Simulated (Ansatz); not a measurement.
## (ZnO)3(SiC)1 [0001] superlattice, started as wurtzite: from the cell to its phonons

Wanted: phonon frequencies of (ZnO)3(SiC)1 [0001] superlattice, started as wurtzite and what follows from them.

Calculated with Ansatz 0.2.0; DFT PBEsol, scalar-relativistic, plane waves, PAW.

The structure was built from a prototype and need not be the compound's stable phase.

## 1. The structure

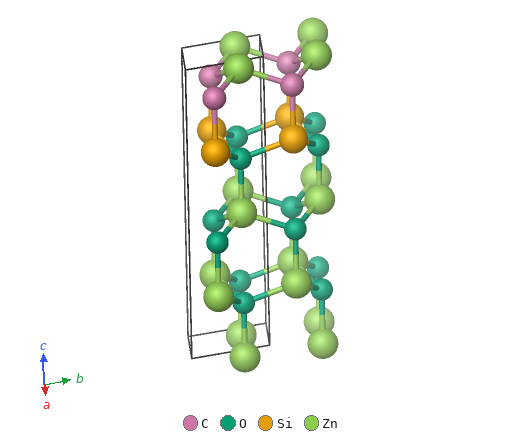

Start, viewed slightly off an axis; carbon pink, oxygen teal, silicon orange, zinc green. 2×2×1 cells are drawn. Some periodic images of atoms are drawn too.

## 2. Coarse relaxation

The start is far from rest, so a relaxation with loose tolerances brings it close first.

File input.yaml:

```yaml
crystal:
  lattice:
    - [3.2075, 0.0, 0.0]
    - [-1.60375, 2.77778, 0.0]
    - [0.0, 0.0, 10.34]
  atoms:
    - { symbol: C, position: [0.666667, 0.333333, 0.9375] }
    - { symbol: O, position: [0.333333, 0.666667, 0.1875] }
    - { symbol: O, position: [0.666667, 0.333333, 0.4375] }
    - { symbol: O, position: [0.333333, 0.666667, 0.6875] }
    - { symbol: Si, position: [0.666667, 0.333333, 0.75] }
    - { symbol: Zn, position: [0.333333, 0.666667, 0.0] }
    - { symbol: Zn, position: [0.666667, 0.333333, 0.25] }
    - { symbol: Zn, position: [0.333333, 0.666667, 0.5] }
kpoints:
  mp_grid: { grid: [9, 9, 2] }
hamiltonian:
  xc: pbesol
scf:
  occupations: { method: gaussian, width: 0.1 }
output:
  forces: true
  stress: true
  eigenvalues: true
relax:
  adjacent_minimum: "off"
  f_tol: 0.05
  max_steps: 80
  cell: { stress_tol: 0.5 }
```

Run with:

```sh
ansatz run input.yaml --threads 4 --pin off --max-ram 14336MiB --backend cpu --events-out ev --progress --plain --runs-dir out
```

Numbers of over 12 decimals in the logs are rounded to 6 here.

Output:

```text
[...]
atoms:
    - { symbol: C, position: [0.666667, 0.333333, 0.931745] }
    - { symbol: O, position: [0.333333, 0.666667, 0.194612] }
    - { symbol: O, position: [0.666667, 0.333333, 0.440764] }
    - { symbol: O, position: [0.333333, 0.666667, 0.694111] }
    - { symbol: Si, position: [0.666667, 0.333333, 0.763491] }
    - { symbol: Zn, position: [0.333333, 0.666667, -0.00381192] }
    - { symbol: Zn, position: [0.666667, 0.333333, 0.241608] }
    - { symbol: Zn, position: [0.333333, 0.666667, 0.487479] }
[key lines of the parts left out:]
SCF converged after 6 iterations
Free energy (F): -12391.509364 eV
Fermi energy:    9.254600 eV
P = ⅓ Tr σ = 0.1075 GPa (1.075 kbar)
```

The job ended after 20 s (4 threads of Arm Neoverse V1, shared host; peak memory 0.44 GiB).

The steps of the relaxation:

```csv
step,energy less that of the first step (eV),largest force component (eV/Å),pressure (GPa),volume (Å³)
1,0.0000,3.1912,3.29,92.13
2,-0.3412,2.0941,1.27,93.14
3,-0.4466,2.3940,2.76,93.62
4,-0.5566,0.2667,-0.07,94.62
5,-0.5634,0.0927,-0.15,94.67
6,-0.5642,0.0335,-0.05,94.65
7*,-0.5747,0.0333,0.11,94.65
```

Relaxation steps marked * repeat the geometry before them on a plane-wave basis chosen anew for their cell, so energy and pressure can jump there.

Forces are held to the 6 operations that the run works with; a distortion that breaks them can't arise in this run.

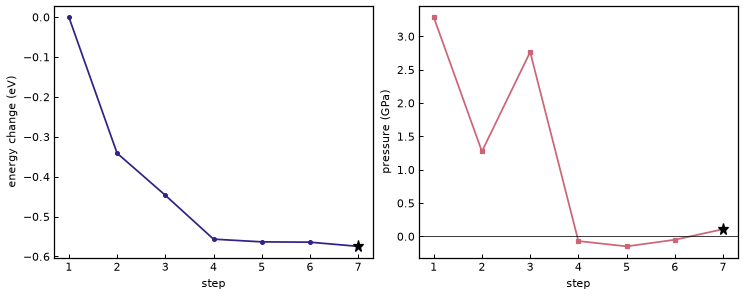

Energy and pressure along the relaxation. Stars mark steps on a basis chosen anew.

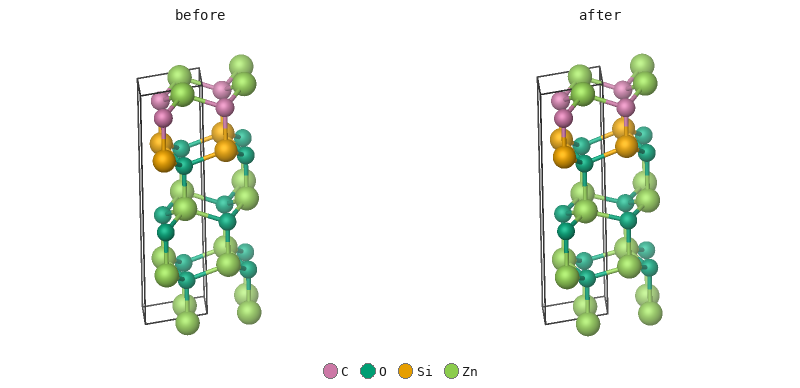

The structure before and after the relaxation, drawn at the same scale.

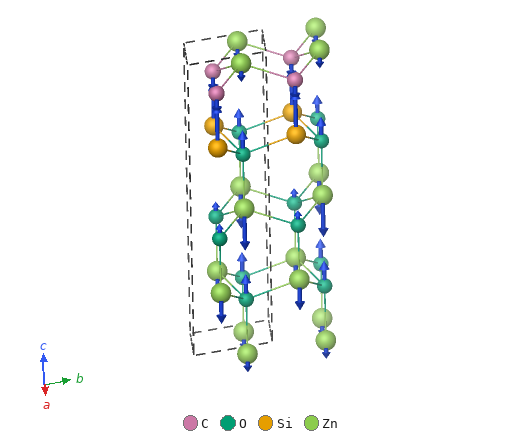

Displacements in the relaxation, exaggerated, measured against the changing cell; the longest in the cell stands for 0.14 Å. 2×2×1 cells are drawn. Some periodic images of atoms are drawn too.

| conventional cell, symmetrised | before | after | change |
| --- | --- | --- | --- |
| a (Å) | 3.208 | 3.241 | +1.0 % |
| b (Å) | 3.208 | 3.241 | +1.0 % |
| c (Å) | 10.340 | 10.407 | +0.6 % |
| volume (Å³/atom) | 11.52 | 11.83 | +2.7 % |

The atoms that moved most (Å, as changes of fractional coordinates times the final cell):

```csv
atom,dx,dy,dz,length
Si5,0.000,0.000,0.140,0.140
Zn8,0.000,0.000,-0.130,0.130
Zn7,0.000,0.000,-0.087,0.087
O2,0.000,0.000,0.074,0.074
O4,0.000,0.000,0.069,0.069
C1,0.000,0.000,-0.060,0.060
Zn6,0.000,0.000,-0.040,0.040
O3,0.000,0.000,0.034,0.034
```

Numbers from this step:

```yaml
pressure: 0.1075 GPa
volume_per_atom: 11.83 Å³
gap_on_the_k_mesh: 0 eV
```

In this step the volume went from 11.52 to 11.83 Å³/atom.

## 3. Bringing the structure to rest

The cell and atoms are relaxed, since residual forces and stress would shift the frequencies.

File input.yaml:

```yaml
crystal:
  lattice:
    - [3.2406185084, 0.0, 0.0]
    - [-1.6203092542, 2.8064579523, 0.0]
    - [0.0, 0.0, 10.4071199312]
  atoms:
    - { symbol: C, position: [0.6666666667, 0.3333333333, 0.9317451772] }
    - { symbol: O, position: [0.3333333333, 0.6666666667, 0.1946124232] }
    - { symbol: O, position: [0.6666666667, 0.3333333333, 0.4407639644] }
    - { symbol: O, position: [0.3333333333, 0.6666666667, 0.6941114585] }
    - { symbol: Si, position: [0.6666666667, 0.3333333333, 0.7634913786] }
    - { symbol: Zn, position: [0.3333333333, 0.6666666667, -0.0038119176] }
    - { symbol: Zn, position: [0.6666666667, 0.3333333333, 0.2416084195] }
    - { symbol: Zn, position: [0.3333333333, 0.6666666667, 0.4874790963] }
kpoints:
  mp_grid: { grid: [12, 12, 4] }
hamiltonian:
  xc: pbesol
scf:
  occupations: { method: gaussian, width: 0.1 }
output:
  forces: true
  stress: true
  eigenvalues: true
  write_density: true
  write_potential: true
  elf: true
  volumetric_format: npy
relax:
  adjacent_minimum: "off"
  f_tol: 0.005
  max_steps: 80
  cell: { stress_tol: 0.05 }
```

Output:

```text
[...]
Crystal: 8 atoms, lattice volume = 94.649 Å³
Basis set: ecut = 420 eV, 1895 PW (Γ), exchange–correlation on 48×48×144 points (8 copies of the dense FFT grid, shifted against one another)
Bands: 39, of which v1, the nominal top of the filled ones, is band 31 counted from 1 (30 counted from 0)
Symmetry: 6 space group operations
[...]
k-points: 69 of 576 (time reversal used)
[...]
SCF iter   1: F=—  HF=-12391.550981 eV  |F-HF|=—  |Δ(HF+E_count)|=         —  Δρ=1.41e-2  dr2=2.40e-1  ethr=1.77e-3  ⟨swp⟩=6.1  Hψ=11944  notcnv=0  defer=39
[...]
SCF iter  14: F=-12391.499800 eV  HF=-12391.499800 eV  |F-HF|=3.89e-8  |Δ(HF+E_count)|=   9.18e-8  Δρ=3.57e-6  dr2=4.06e-8  ethr=1.61e-10  ⟨swp⟩=11.9  Hψ=20027  notcnv=0
SCF 1 converged in 14 iterations: F = -12391.499800 eV  dr2 = 4.06e-8
[...]
relax step   1: F+E_penalty+E_count = -12391.49979968 eV  Δ(F+E_penalty+E_count) = +0.000e0 eV  max|allowed force component| = 2.435e-1 eV/Å  Δτ_max = 0.0000 Å  P = +0.237 GPa  Ω = 94.649 Å³  (14 SCF iters, dr2 threshold 1.00e-7 eV, accepted)
Crystal: 8 atoms, lattice volume = 94.758 Å³
[...]
SCF iter   6: F=-12391.500728 eV  HF=-12391.500728 eV  |F-HF|=6.25e-8  |Δ(HF+E_count)|=   6.67e-8  Δρ=9.98e-6  dr2=8.18e-8  ethr=1.29e-9  ⟨swp⟩=8.8  Hψ=17468  notcnv=0
SCF 2 converged in 6 iterations: F = -12391.500728 eV  dr2 = 8.18e-8
relax step   2: F+E_penalty+E_count = -12391.50072792 eV  Δ(F+E_penalty+E_count) = -9.282e-4 eV  max|allowed force component| = 1.651e-1 eV/Å  Δτ_max = 0.0044 Å  P = +0.117 GPa  Ω = 94.758 Å³  energy of the carried Pulay correction = -4.048e-4 eV  (6 SCF iters, dr2 threshold 8.00e-7 eV, accepted)
Crystal: 8 atoms, lattice volume = 94.911 Å³
[...]
SCF iter   7: F=-12391.501658 eV  HF=-12391.501659 eV  |F-HF|=4.10e-7  |Δ(HF+E_count)|=   1.24e-7  Δρ=2.19e-5  dr2=3.92e-7  ethr=1.29e-9  ⟨swp⟩=9.6  Hψ=19768  notcnv=0
SCF 3 converged in 7 iterations: F = -12391.501658 eV  dr2 = 3.92e-7
relax step   3: F+E_penalty+E_count = -12391.50165814 eV  Δ(F+E_penalty+E_count) = -9.302e-4 eV  max|allowed force component| = 3.498e-2 eV/Å  Δτ_max = 0.0101 Å  P = -0.006 GPa  Ω = 94.911 Å³  energy of the carried Pulay correction = -9.714e-4 eV  (7 SCF iters, dr2 threshold 8.00e-7 eV, accepted)
[...]
relax step   4: F+E_penalty+E_count = -12391.50169723 eV  Δ(F+E_penalty+E_count) = -3.909e-5 eV  max|allowed force component| = 1.703e-2 eV/Å  Δτ_max = 0.0024 Å  P = -0.036 GPa  Ω = 94.931 Å³  energy of the carried Pulay correction = -1.043e-3 eV  (6 SCF iters, dr2 threshold 7.65e-8 eV, accepted)
[...]
relax step   5: F+E_penalty+E_count = -12391.50165770 eV  Δ(F+E_penalty+E_count) = +3.953e-5 eV  max|allowed force component| = 2.728e-2 eV/Å  Δτ_max = 0.0040 Å  P = -0.011 GPa  Ω = 94.918 Å³  energy of the carried Pulay correction = -9.972e-4 eV  (7 SCF iters, dr2 threshold 1.81e-8 eV, rejected (line search))
[...]
relax step   6: F+E_penalty+E_count = -12391.50187292 eV  Δ(F+E_penalty+E_count) = -1.757e-4 eV  max|allowed force component| = 3.355e-3 eV/Å  Δτ_max = 0.0026 Å  P = +0.020 GPa  Ω = 94.902 Å³  energy of the carried Pulay correction = -9.389e-4 eV  (10 SCF iters, accepted)
[...]
SCF iter   7: F=-12391.502790 eV  HF=-12391.502790 eV  |F-HF|=2.73e-11  |Δ(HF+E_count)|=  7.28e-12  Δρ=1.79e-7  dr2=2.57e-11  ethr=1.00e-12  ⟨swp⟩=6.1  Hψ=12631  notcnv=0
SCF 7 converged in 7 iterations: F = -12391.502790 eV  dr2 = 2.57e-11
relax step   7: F+E_penalty+E_count = -12391.50279039 eV  Δ(F+E_penalty+E_count) = -9.175e-4 eV  max|allowed force component| = 3.209e-3 eV/Å  Δτ_max = 0.0000 Å  P = +0.033 GPa  Ω = 94.902 Å³  stress off target by 3.65e-2 GPa  SCF on the basis re-selected at this cell (its energy is not comparable with the rows above)  (7 SCF iters)
[...]
SCF converged after 7 iterations
Free energy (F): -12391.502790 eV
[...]
Internal energy: -12391.491746 eV  (E = F + TS)
E sigma→0 (E₀):  -12391.497268 eV
Entropy (-TS):   -0.011044 eV (-1.381 meV/atom)
Fermi energy:    9.127170 eV
[...]
--- Forces (eV/Å), atoms counted from 1 ---
  atom   1  C      0.00000000     0.00000000     0.00285677
  atom   2  O      0.00000000     0.00000000    -0.00278151
  atom   3  O     -0.00000000    -0.00000000     0.00123210
  atom   4  O      0.00000000     0.00000000     0.00088283
  atom   5  Si    -0.00000000    -0.00000000    -0.00320841
  atom   6  Zn     0.00000000     0.00000000     0.00306556
  atom   7  Zn     0.00000000     0.00000000    -0.00128640
  atom   8  Zn    -0.00000000    -0.00000000    -0.00075963
  max |Σ_I F_I| component: 1.32e-6 eV/Å
--- Stress (GPa, compression-positive) ---
        0.036487       0.000000       0.000000
        0.000000       0.036487       0.000000
        0.000000       0.000000       0.024556
  P = ⅓ Tr σ = 0.0325 GPa (0.325 kbar)
--- Band table (eV; the first three rows and the last of 69) ---
  k-point 0: bands = [... 27 lower, 7.0744, 7.2864, 7.2864, 9.6418, 9.9686, 9.9686, 11.2263, 14.0268, ... 4 higher]
  k-point 1: bands = [... 27 lower, 7.2870, 7.2870, 7.5184, 9.4855, 9.9686, 9.9686, 11.2879, 14.0332, ... 4 higher]
  k-point 2: bands = [... 27 lower, 7.2876, 7.2876, 7.8051, 9.3114, 9.9686, 9.9686, 11.3431, 14.0400, ... 4 higher]
  k-point 68: bands = [... 27 lower, 5.5840, 6.0993, 6.1568, 6.5249, 11.3947, 11.4060, 12.9874, 14.3377, ... 4 higher]
--- Relaxed structure (6 steps of the walk, 5 accepted, 1 SCFs on fresh bases) ---
[...]
cell:  # Å, volume = 94.9023 Å³
    - [3.249320, 3.220359884457339e-19, 0]
    - [-1.624660, 2.813994, 0]
    - [0, 0, 10.379137]
  atoms:
    - { symbol: C, position: [0.666667, 0.333333, 0.932577] }
    - { symbol: O, position: [0.333333, 0.666667, 0.195760] }
    - { symbol: O, position: [0.666667, 0.333333, 0.441384] }
    - { symbol: O, position: [0.333333, 0.666667, 0.693789] }
    - { symbol: Si, position: [0.666667, 0.333333, 0.764705] }
    - { symbol: Zn, position: [0.333333, 0.666667, -0.00444616] }
    - { symbol: Zn, position: [0.666667, 0.333333, 0.240542] }
    - { symbol: Zn, position: [0.333333, 0.666667, 0.485689] }
```

Elapsed: 56 s, on 4 threads; peak memory 0.55 GiB; 3.6 min of CPU time.

Relaxation path:

```
step  energy less that of the first step (eV)  largest force component (eV/Å)  pressure (GPa)  volume (Å³)
   1                                   0.0000                          0.2435            0.24        94.65
   2                                  -0.0009                          0.1651            0.12        94.76
   3                                  -0.0019                          0.0350           -0.01        94.91
   4                                  -0.0019                          0.0170           -0.04        94.93
   5                                  -0.0019                          0.0273           -0.01        94.92
   6                                  -0.0021                          0.0034            0.02        94.90
  7*                                  -0.0030                          0.0032            0.03        94.90
```

Relaxation steps marked * repeat the geometry before them on a plane-wave basis chosen anew for their cell, so energy and pressure can jump there. Relaxation step 5 was tried and not accepted.

Forces are held to the 6 operations that the run works with; a distortion that breaks them can't arise in this run.

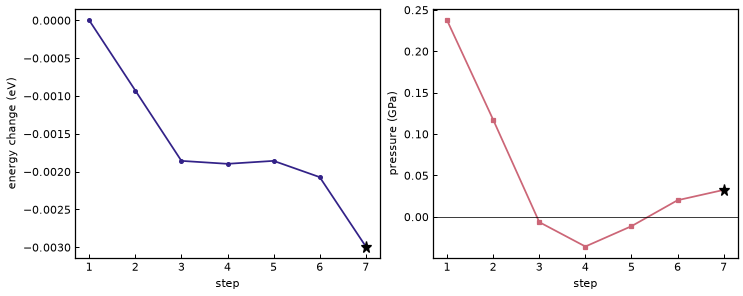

Energy and pressure along the relaxation. Stars mark steps on a basis chosen anew.

```csv
"conventional cell, symmetrised",before,after,change
a (Å),3.241,3.249,+0.3 %
b (Å),3.241,3.249,+0.3 %
c (Å),10.407,10.379,-0.3 %
volume (Å³/atom),11.83,11.86,+0.3 %
```

The atoms that moved most (Å, as changes of fractional coordinates times the final cell):

```
atom     dx     dy      dz  length
 Zn8  0.000  0.000  -0.019   0.019
 Si5  0.000  0.000   0.013   0.013
  O2  0.000  0.000   0.012   0.012
 Zn7  0.000  0.000  -0.011   0.011
  C1  0.000  0.000   0.009   0.009
 Zn6  0.000  0.000  -0.007   0.007
  O3  0.000  0.000   0.006   0.006
```

This step gave:

```
pressure        : 0.03251 GPa
volume per atom : 11.86 Å³
```

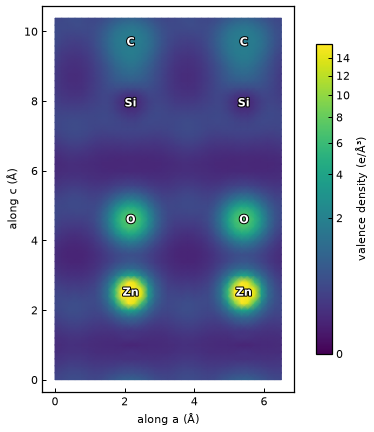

Valence density in the ac plane at fractional y = 0.333, with atoms of C and O and Si and Zn within 0.2 Å of it. It is the smooth field of the valence electrons, not physical close to the nuclei. The colour scale is stretched toward low values.

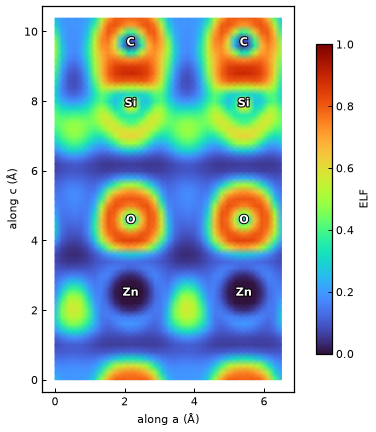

ELF in the ac plane at fractional y = 0.333, with atoms of C and O and Si and Zn within 0.2 Å of it. It is the smooth field of the valence electrons, not physical close to the nuclei.

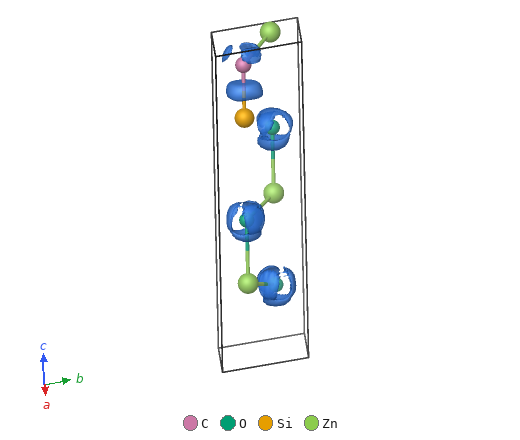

Surface of ELF = 0.81.

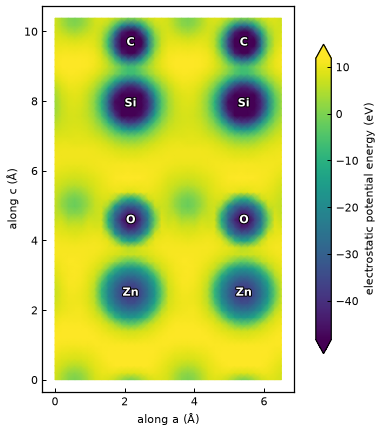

Electrostatic potential energy in the ac plane at fractional y = 0.333, with atoms of C and O and Si and Zn within 0.2 Å of it. With pseudopotentials it is smooth inside the atoms' cores, unlike the true potential.

In this step the volume went from 11.83 to 11.86 Å³/atom.

## 4. Relaxing to small forces for the phonons

Phonons need a cell at rest on their own settings, so the relaxation is repeated with tight tolerances on forces and stress, using the mesh and the filling of the phonon run that follows.

File input.yaml:

```yaml
crystal:
  lattice:
    - [3.2493204354, 0.0, 0.0]
    - [-1.6246602177, 2.8139940421, 0.0]
    - [0.0, 0.0, 10.3791369363]
  atoms:
    - { symbol: C, position: [0.6666666667, 0.3333333333, 0.9325769061] }
    - { symbol: O, position: [0.3333333333, 0.6666666667, 0.1957598683] }
    - { symbol: O, position: [0.6666666667, 0.3333333333, 0.441383613] }
    - { symbol: O, position: [0.3333333333, 0.6666666667, 0.6937892437] }
    - { symbol: Si, position: [0.6666666667, 0.3333333333, 0.7647054372] }
    - { symbol: Zn, position: [0.3333333333, 0.6666666667, -0.0044461564] }
    - { symbol: Zn, position: [0.6666666667, 0.3333333333, 0.2405423201] }
    - { symbol: Zn, position: [0.3333333333, 0.6666666667, 0.485688768] }
kpoints:
  mp_grid: { grid: [12, 12, 4] }
hamiltonian:
  xc: pbesol
scf:
  occupations: { method: methfessel_paxton, width: 0.2 }
output:
  forces: true
  stress: true
  eigenvalues: true
relax:
  adjacent_minimum: "off"
  f_tol: 0.001
  max_steps: 60
  cell: { stress_tol: 0.01 }
```

Output:

```text
[...]
Crystal: 8 atoms, lattice volume = 94.902 Å³
Basis set: ecut = 420 eV, 1895 PW (Γ), exchange–correlation on 48×48×144 points (8 copies of the dense FFT grid, shifted against one another)
Bands: 39, of which v1, the nominal top of the filled ones, is band 31 counted from 1 (30 counted from 0)
Symmetry: 6 space group operations
[...]
k-points: 69 of 576 (time reversal used)
[...]
atoms:
    - { symbol: C, position: [0.666667, 0.333333, 0.932741] }
    - { symbol: O, position: [0.333333, 0.666667, 0.195863] }
    - { symbol: O, position: [0.666667, 0.333333, 0.441463] }
    - { symbol: O, position: [0.333333, 0.666667, 0.693731] }
    - { symbol: Si, position: [0.666667, 0.333333, 0.764912] }
    - { symbol: Zn, position: [0.333333, 0.666667, -0.00454451] }
    - { symbol: Zn, position: [0.666667, 0.333333, 0.240374] }
    - { symbol: Zn, position: [0.333333, 0.666667, 0.485462] }
[key lines of the parts left out:]
SCF converged after 6 iterations
Free energy (F): -12391.498331 eV
Fermi energy:    9.122932 eV
P = ⅓ Tr σ = -0.0081 GPa (-0.081 kbar)
```

Elapsed: 68 s, on 4 threads; peak memory 0.55 GiB.

Little changed from the start: no atom moved by 0.005 Å and no cell edge by 0.1 %.

Numbers from this step:

| Item | Value |
| --- | --- |
| pressure | -0.008051 GPa |
| volume per atom | 11.87 Å³ |

The largest force component left is 0.36 meV/Å and the pressure is -0.008 GPa, within the tolerances set. The cell now holds 11.87 Å³/atom.

(Part 1 of 2 ends here.)

[Logs are printed without paths, hosts, clocks, repeated set-up lines and the standing remarks that a program may print on its own settings, such as how far it seeks lower states.]

[Hosts, paths, dates, database ids (printed as entryN), source tags and the programs' standing remarks are cut or masked in the printed files.]
